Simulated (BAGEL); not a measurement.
# C3H5F (SMILES C/C=C/F): HF/3-21G (density fitting with qzvpp-jkfit)

What is the energy change on altering one bond length of C3H5F at HF/3-21G (density fitting with qzvpp-jkfit)? 

The calculation is run with BAGEL 1.2.2.

1 further run of the same task is left out (set aside as unsound or not needed). Runs told in other sessions of the task aren't counted.

## Step 1: The molecule

C3H5F: 9 atoms, total charge 0, spin state singlet. As SMILES, `C/C=C/F`. The coordinates come from a PBE0-D4/def2-TZVP relaxation.

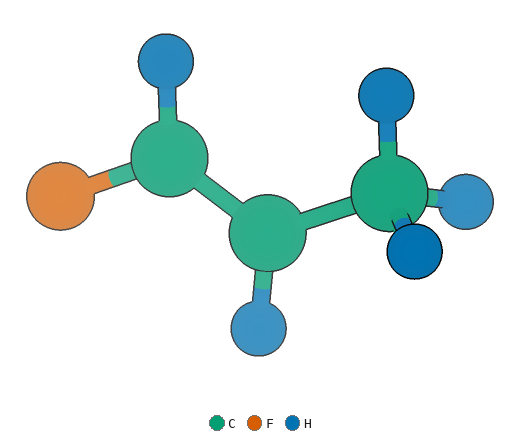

The structure, seen from a chosen angle (carbon teal, fluorine orange, hydrogen blue).

## Step 2: The energy at HF/3-21G (density fitting with qzvpp-jkfit)

input.json

```json
{ "bagel": [

{
  "title": "molecule",
  "basis": "3-21g",
  "df_basis": "qzvpp-jkfit",
  "angstrom": "true",
  "geometry": [
    { "atom": "C", "xyz": [   -0.482600,    1.041700,   -0.078600 ] },
    { "atom": "C", "xyz": [    0.190700,   -0.232400,   -0.454700 ] },
    { "atom": "C", "xyz": [    0.503900,   -1.168300,    0.420300 ] },
    { "atom": "F", "xyz": [    1.110100,   -2.308100,    0.061300 ] },
    { "atom": "H", "xyz": [   -1.439100,    1.150700,   -0.598200 ] },
    { "atom": "H", "xyz": [   -0.675100,    1.090900,    0.995000 ] },
    { "atom": "H", "xyz": [    0.129000,    1.906700,   -0.351600 ] },
    { "atom": "H", "xyz": [    0.437900,   -0.404300,   -1.498400 ] },
    { "atom": "H", "xyz": [    0.313700,   -1.123300,    1.487600 ] }
  ]
},
{ "title": "hf" },
{ "title": "print", "file": "orbitals.molden", "orbitals": "true" }

]}
```

Command:

```console
$ BAGEL_NUM_THREADS=1 BAGEL input.json > input.out
```

Output:

```text
* using 1 threads per process

  ===============================================================
  ===============================================================

  *** Geometry ***

  { "atom" : "C", "xyz" : [     -0.911982,      1.968528,     -0.148532 ] },
  { "atom" : "C", "xyz" : [      0.360371,     -0.439172,     -0.859258 ] },
  { "atom" : "C", "xyz" : [      0.952233,     -2.207767,      0.794252 ] },
  { "atom" : "F", "xyz" : [      2.097785,     -4.361677,      0.115840 ] },
  { "atom" : "H", "xyz" : [     -2.719505,      2.174508,     -1.130434 ] },
  { "atom" : "H", "xyz" : [     -1.275754,      2.061502,      1.880277 ] },
  { "atom" : "H", "xyz" : [      0.243775,      3.603141,     -0.664428 ] },
  { "atom" : "H", "xyz" : [      0.827511,     -0.764016,     -2.831566 ] },
  { "atom" : "H", "xyz" : [      0.592807,     -2.122729,      2.811157 ] },

  Number of auxiliary basis functions:      392

  Since a DF basis is specified, we compute 2- and 3-index integrals:
    o Being stored without compression. Storage requirement is 0.007 GB

  Number of basis functions:       46
  Number of electrons      :       32

    * METHOD: MOLECULE                             0.09

  *** RHF ***

  === Nuclear Repulsion ===
   113.8225906714

      * DIIS with orbital gradients will be used.

  === RHF iteration (3-21g) ===
      0       -214.65535667          0.02230259           0.01
      1       -214.72607262          0.01019830           0.01
      2       -214.74059123          0.00215392           0.01
      3       -214.74156906          0.00033462           0.01
      4       -214.74160484          0.00011576           0.01
      5       -214.74161073          0.00002487           0.01
      6       -214.74161105          0.00000972           0.01
      7       -214.74161108          0.00000329           0.01
      8       -214.74161108          0.00000106           0.01
      9       -214.74161108          0.00000042           0.01
     10       -214.74161108          0.00000012           0.01
     11       -214.74161108          0.00000004           0.01
     12       -214.74161108          0.00000002           0.01
     13       -214.74161108          0.00000000           0.01
    * SCF iteration converged.

    * Permanent dipole moment:
           (    0.362369,    -0.692904,    -0.178660) a.u.

    * METHOD: HF                                   0.26

    * METHOD: PRINT                                0.00

  ===============================================================
```

Run time: 0.52 s. Hardware: 1 thread of Arm Neoverse V2, shared host.

## Step 3: The distorted shape, same level

job.json

```json
{ "bagel": [

{
  "title": "molecule",
  "basis": "3-21g",
  "df_basis": "qzvpp-jkfit",
  "angstrom": true,
  "geometry": [
    { "atom": "C", "xyz": [   -0.971893,    0.349682,    0.139806 ] },
    { "atom": "C", "xyz": [   -0.298593,   -0.924418,   -0.236294 ] },
    { "atom": "C", "xyz": [    0.014607,   -1.860318,    0.638706 ] },
    { "atom": "F", "xyz": [    0.620807,   -3.000118,    0.279706 ] },
    { "atom": "H", "xyz": [   -1.928393,    0.458682,   -0.379794 ] },
    { "atom": "H", "xyz": [   -1.164393,    0.398882,    1.213406 ] },
    { "atom": "H", "xyz": [    0.129000,    1.906700,   -0.351600 ] },
    { "atom": "H", "xyz": [   -0.051393,   -1.096318,   -1.279994 ] },
    { "atom": "H", "xyz": [   -0.175593,   -1.815318,    1.706006 ] }
  ]
},
{
  "title": "hf"
},
{
  "title": "print",
  "file": "orbitals.molden",
  "orbitals": true
}

]}
```

Command:

```console
$ BAGEL_NUM_THREADS=1 BAGEL job.json > job.out
```

Output:

```text
* using 1 threads per process

  ===============================================================
  ===============================================================

  *** Geometry ***

  { "atom" : "C", "xyz" : [     -1.836612,      0.660803,      0.264195 ] },
  { "atom" : "C", "xyz" : [     -0.564259,     -1.746897,     -0.446531 ] },
  { "atom" : "C", "xyz" : [      0.027603,     -3.515492,      1.206979 ] },
  { "atom" : "F", "xyz" : [      1.173155,     -5.669401,      0.528568 ] },
  { "atom" : "H", "xyz" : [     -3.644135,      0.866783,     -0.717707 ] },
  { "atom" : "H", "xyz" : [     -2.200384,      0.753778,      2.293005 ] },
  { "atom" : "H", "xyz" : [      0.243775,      3.603141,     -0.664428 ] },
  { "atom" : "H", "xyz" : [     -0.097119,     -2.071741,     -2.418838 ] },
  { "atom" : "H", "xyz" : [     -0.331823,     -3.430454,      3.223884 ] },

  Number of auxiliary basis functions:      392

  Since a DF basis is specified, we compute 2- and 3-index integrals:
    o Being stored without compression. Storage requirement is 0.007 GB

  Number of basis functions:       46
  Number of electrons      :       32

    * METHOD: MOLECULE                             0.09

  *** RHF ***

  === Nuclear Repulsion ===
   111.6000660838

      * DIIS with orbital gradients will be used.

  === RHF iteration (3-21g) ===
      0       -214.50710700          0.02204572           0.01
      1       -214.58090962          0.01070126           0.01
      2       -214.59735744          0.00229346           0.01
      3       -214.59869827          0.00039741           0.02
      4       -214.59875560          0.00014141           0.01
      5       -214.59876563          0.00003732           0.01
      6       -214.59876617          0.00001413           0.01
      7       -214.59876622          0.00000506           0.01
      8       -214.59876623          0.00000119           0.01
      9       -214.59876623          0.00000054           0.01
     10       -214.59876623          0.00000018           0.01
     11       -214.59876623          0.00000005           0.01
     12       -214.59876623          0.00000002           0.01
     13       -214.59876623          0.00000001           0.01
    * SCF iteration converged.

    * Permanent dipole moment:
           (    0.569449,    -0.167063,    -0.318297) a.u.

    * METHOD: HF                                   0.26

    * METHOD: PRINT                                0.00

  ===============================================================
```

Wall time 0.52 s (1 thread of Arm Neoverse V2, shared host).

## Step 4: Summary of results

At HF/3-21G (density fitting with qzvpp-jkfit):

```
                                                         quantity          value
                                        first shape: total energy  -214.74161 Eh
                                       first shape: dipole moment         2.04 D
                                         first shape: HOMO energy       -9.84 eV
                                         first shape: LUMO energy        5.20 eV
                                       first shape: HOMO–LUMO gap       15.04 eV
                                    distorted shape: total energy  -214.59877 Eh
                                   distorted shape: dipole moment         1.71 D
                                     distorted shape: HOMO energy       -9.18 eV
                                     distorted shape: LUMO energy        2.14 eV
                                   distorted shape: HOMO–LUMO gap       11.32 eV
energy change with the C1–H7 bond stretched from 1.094 to 1.969 Å       3.887 eV
```

With the C1–H7 bond stretched from 1.094 to 1.969 Å the energy rises by 3.89 eV (375 kJ/mol). The first shape isn't relaxed at this level, so the change isn't measured from a minimum. A restricted reference can't describe the breaking bond well at this length.
